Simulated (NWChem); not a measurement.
# C2H3N (SMILES CC#N) at 3 levels

Aim: a comparison of 3 runs (B3LYP/6-31G*, PBE0/def2-TZVP, r2SCAN/def2-TZVP) of C2H3N. 

The results are computed with NWChem 7.3.0.

35 further runs of the same task are left out: 35 set aside as unsound or not needed. Runs told in other sessions of the task aren't counted.

**1. The molecule**

C2H3N: 6 atoms, total charge 0, spin state singlet. As SMILES, `CC#N`. The C1–C2 distance was set to 2.174 Å, away from the relaxed value. At this shape a bond of the SMILES string is far longer than usual.

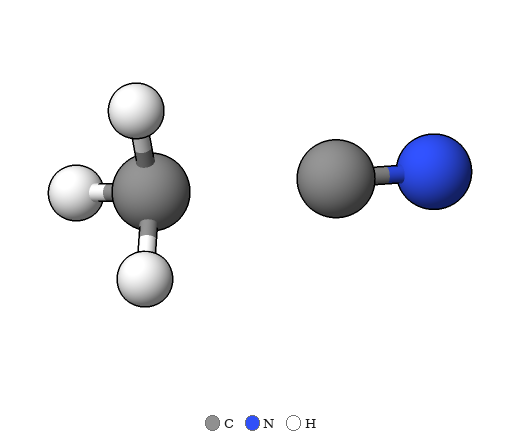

The structure, seen from a chosen angle (carbon grey, nitrogen blue, hydrogen white).

**2. The energy at B3LYP/6-31G(d) (Cartesian functions) (run 1)**

The input, c2h3n.nw:

```
start c2h3n
title "C2H3N energy"
memory 2200 mb

geometry noautosym nocenter noautoz
C       -0.698877       0.834063      -0.533050
C        0.554920      -0.662210       0.423280
N        1.217610      -1.453160       0.928690
H       -0.301817       1.081523      -1.518610
H       -1.714957       0.453813      -0.648000
H       -0.728627       1.741013       0.072570
end

basis cartesian
* library 6-31G*
end

dft
xc b3lyp
grid xfine
convergence energy 1e-08
maxiter 100
mulliken
print low
end

task dft energy
```

Command:

```console
$ nwchem c2h3n.nw > c2h3n.out
```

The log of the run:

```text
[...]
 d= 0,ls=0.0,diis     1   -132.5523251983 -1.83D+02  3.69D-02  7.34D-01     1.3
[...]
 d= 0,ls=0.0,diis    11   -132.6477412410 -7.35D-10  9.65D-07  3.10D-09    11.5
         Total DFT energy =     -132.647741241043
      One electron energy =     -278.323898357977
           Coulomb energy =      113.522022732092
    Exchange-Corr. energy =      -18.630854817371
 Nuclear repulsion energy =       50.784989202212
[...]
      Total Density - Mulliken Population Analysis
     ---------------------------------------------
    Atom       Charge   Shell Charges
 -----------   ------   -------------------------------------------------------
    1 C    6     6.43   1.99  0.70  1.94  0.74  1.04  0.02
    2 C    6     5.82   1.99  0.73  1.84  0.57  0.71 -0.01
    3 N    7     7.39   1.99  0.86  2.26  1.06  1.24 -0.02
    4 H    1     0.79   0.52  0.27
    5 H    1     0.79   0.52  0.27
    6 H    1     0.79   0.52  0.27
[...]
```

It took 12 s on 1 thread of Intel Xeon at 2.60GHz (Ice Lake), shared host; peak memory 0.13 GiB.

**3. A single-point energy at PBE0/def2-TZVP (run 2)**

The input, mol.nw:

```
start mol
title "C2H3N"
memory stack 880 mb heap 220 mb global 1100 mb
geometry noautosym nocenter noautoz
C       -0.698877       0.834063      -0.533050
C        0.554920      -0.662210       0.423280
N        1.217610      -1.453160       0.928690
H       -0.301817       1.081523      -1.518610
H       -1.714957       0.453813      -0.648000
H       -0.728627       1.741013       0.072570
end
basis spherical bse
* library def2-TZVP
end
dft
xc pbe0
mult 1
grid fine
convergence energy 1e-08
maxiter 100
mulliken
end
task dft energy
```

Command:

```console
$ nwchem mol.nw > mol.out
```

The log of the run:

```text
[...]
          Wavefunction type:  closed shell.
          No. of atoms     :     6
          No. of electrons :    22
[...]
          Charge           :     0
          Spin multiplicity:     1
[...]
          AO basis - number of functions:   111
[...]
              XC Information
              --------------
                         PBE0 Method XC Functional
                     Hartree-Fock (Exact) Exchange  0.250
          PerdewBurkeErnzerhof Exchange Functional  0.750
            Perdew 1991 LDA Correlation Functional  1.000 local
           PerdewBurkeErnz. Correlation Functional  1.000 non-local
[...]
 d= 0,ls=0.0,diis     1   -132.4394271242 -1.83D+02  1.09D-02  7.01D-01     2.1
[...]
 d= 0,ls=0.0,diis    11   -132.5276684969 -4.62D-09  2.47D-07  1.61D-09    19.5
         Total DFT energy =     -132.527668496891
      One electron energy =     -278.288486769671
           Coulomb energy =      113.441496781309
    Exchange-Corr. energy =      -18.465667710742
 Nuclear repulsion energy =       50.784989202212
[...]
      Total Density - Mulliken Population Analysis
     ---------------------------------------------
    Atom       Charge   Shell Charges
 -----------   ------   -------------------------------------------------------
    1 C    6     6.31   0.85  1.12  0.53  0.70  0.11  1.20  1.29  0.46  0.01  0.02  0.00
    2 C    6     6.21   0.86  1.11  0.55  0.70  0.20  1.20  1.13  0.38  0.02  0.05  0.01
    3 N    7     7.03   0.82  1.15  0.62  0.83  0.21  1.42  1.34  0.59  0.01  0.04  0.00
    4 H    1     0.82   0.27  0.45  0.08  0.02
    5 H    1     0.82   0.27  0.45  0.08  0.02
    6 H    1     0.82   0.27  0.45  0.08  0.02
[...]
```

Run time: 20 s. Hardware: 1 thread of Intel Xeon at 2.60GHz (Ice Lake), shared host; peak memory 0.12 GiB.

**4. A single-point energy at r2SCAN/def2-TZVP (run 3)**

The input, nw.nw:

```
START nw
memory 2200 mb
charge 0

GEOMETRY units angstrom noautosym nocenter noautoz
   C       -0.698877       0.834063      -0.533050
   C        0.554920      -0.662210       0.423280
   N        1.217610      -1.453160       0.928690
   H       -0.301817       1.081523      -1.518610
   H       -1.714957       0.453813      -0.648000
   H       -0.728627       1.741013       0.072570
END

BASIS "ao basis" spherical bse
   C library def2-TZVP
   N library def2-TZVP
   H library def2-TZVP
END

DFT
   xc r2scan
   grid fine
   convergence energy 1e-08
   iterations 100
   mulliken
   noprint "final vectors analysis"
END

TASK dft
```

Command:

```console
$ nwchem nw.nw > nw.out
```

The log of the run:

```text
[...]
          Wavefunction type:  closed shell.
          No. of atoms     :     6
          No. of electrons :    22
[...]
          Charge           :     0
          Spin multiplicity:     1
[...]
          AO basis - number of functions:   111
[...]
              XC Information
              --------------
                      r^2SCAN Method XC Functional
               r^2SCAN metaGGA Exchange Functional  1.000
                     r^2SCAN Correlation Potential  1.000
[...]
 d= 0,ls=0.0,diis     1   -132.5273769048 -1.83D+02  1.67D-02  6.95D-01     2.4
[...]
 d= 0,ls=0.0,diis    11   -132.6146393117 -7.92D-10  3.44D-07  8.97D-09    22.1
         Total DFT energy =     -132.614639311700
      One electron energy =     -278.304249014657
           Coulomb energy =      113.465053455345
    Exchange-Corr. energy =      -18.560432954601
 Nuclear repulsion energy =       50.784989202212
[...]
      Total Density - Mulliken Population Analysis
     ---------------------------------------------
    Atom       Charge   Shell Charges
 -----------   ------   -------------------------------------------------------
    1 C    6     6.26   0.86  1.12  0.53  0.71  0.11  1.20  1.27  0.44  0.01  0.02  0.00
    2 C    6     6.15   0.86  1.11  0.56  0.69  0.19  1.18  1.13  0.35  0.02  0.04  0.01
    3 N    7     7.08   0.82  1.15  0.63  0.82  0.27  1.42  1.35  0.58  0.01  0.03  0.00
    4 H    1     0.84   0.27  0.47  0.08  0.02
    5 H    1     0.84   0.27  0.47  0.08  0.02
    6 H    1     0.84   0.27  0.47  0.08  0.02
[...]
```

It took 23 s on 1 thread of Intel Xeon at 2.60GHz (Ice Lake), shared host; peak memory 0.12 GiB.

**5. All runs side by side**

| run | level | Cartesian functions | integration grid | energy (Eh) | wall time |
| --- | --- | --- | --- | --- | --- |
| 1 | B3LYP/6-31G* (Cartesian functions) | yes | xfine | -132.647741 | 12 s |
| 2 | PBE0/def2-TZVP | no | fine | -132.527668 | 20 s |
| 3 | r2SCAN/def2-TZVP | no | fine | -132.614639 | 23 s |

**6. What came out**

| quantity | value |
| --- | --- |
| run 3: total energy | -132.61464 Eh |
| run 3: dipole moment | 5.13 D |

In words: Totals of different functionals can't be ranked against each other. In all runs a closed-shell determinant meets a far-stretched bond; if it breaks into open shells, such a determinant describes it badly, and no broken-symmetry solution was shown. All runs together took 55 s, the longest 23 s.
